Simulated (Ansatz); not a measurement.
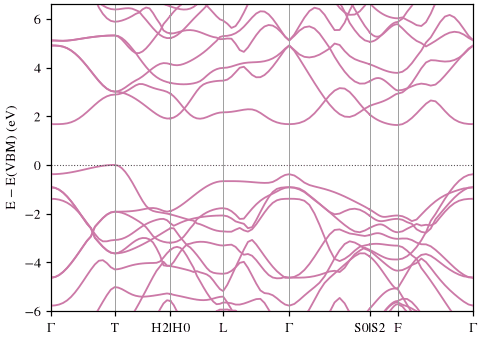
Figure: Band structure from plane-wave PAW r²SCAN (Ansatz code)

The gap is 1.60 eV; an edge lies off the plotted path or next to a special point (maximum at T, minimum off the standard path).

The material is B (α-B12, R-3m).

Symmetry was held in the r²SCAN relaxation.

Potentials: the later of the program's two PAW sets.
